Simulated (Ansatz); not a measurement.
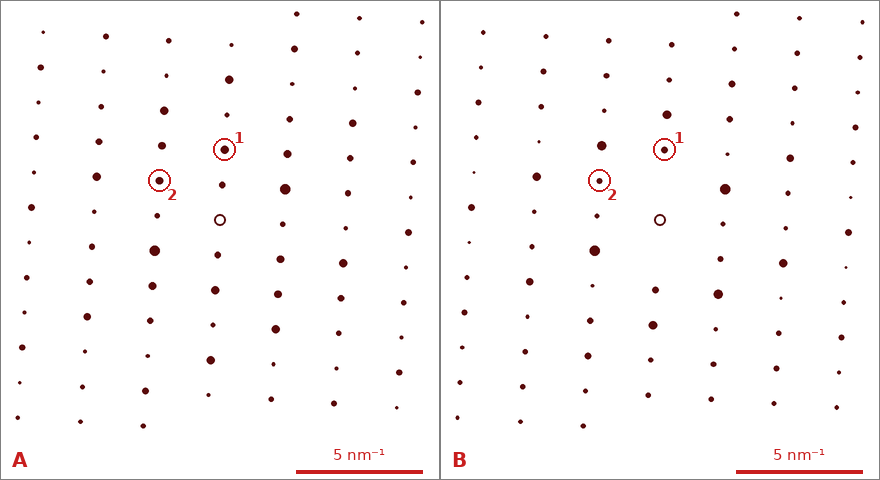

Kinematic electron diffraction patterns (200 kV, B = 0.5 Å², same scale) along [010] of the run's own cell, for the start and the end of one relaxation of KI2 with DFT, PAW plane waves, r2scan, spin-orbit in Ansatz. k mesh 6×6×3. The start is a generated model structure, and the relaxation ends in the nearest stationary point of its symmetry, not necessarily the ground state. Spot 1 is 0 0 -2 and spot 2 is -1 0 -1 in both.

Start structure:

```yaml
crystal:
  lattice:
    - [2.31061, 4.00209, 0.00000]
    - [-2.31061, 4.00209, 0.00000]
    - [0.00000, 0.00000, 7.17938]
  atoms:
    - { symbol: K, position: [0.00000, 0.00000, 0.00000] }
    - { symbol: I, position: [0.33333, 0.33333, 0.25000] }
    - { symbol: I, position: [0.66667, 0.66667, 0.75000] }
```

Which pattern belongs to the start structure, and which to the relaxed one?

A is the start: its cell gives d(1) = 3.590 Å, d(2) = 3.496 Å and an angle of 60.9°. The spot positions hardly differ, so the intensities decide: those computed from the start structure match A, and B is the relaxed structure.

Name reflections whose intensity changes strongly on relaxation.

0 0 1 fades out of sight; 1 0 -2 goes from 31 to 0.39 % of the strongest spot; 1 0 3 goes from 43 to 2.1 % of the strongest spot; 2 0 2 goes from 14 to 0.17 % of the strongest spot.

What did the relaxation do to the structure and the energy?

The cell was held fixed; with the mean shift removed, the atoms moved by up to 0.39 Å relative to the cell (I most); the space group stayed P-3m1 (No. 164); the free energy fell by 100 meV an atom.
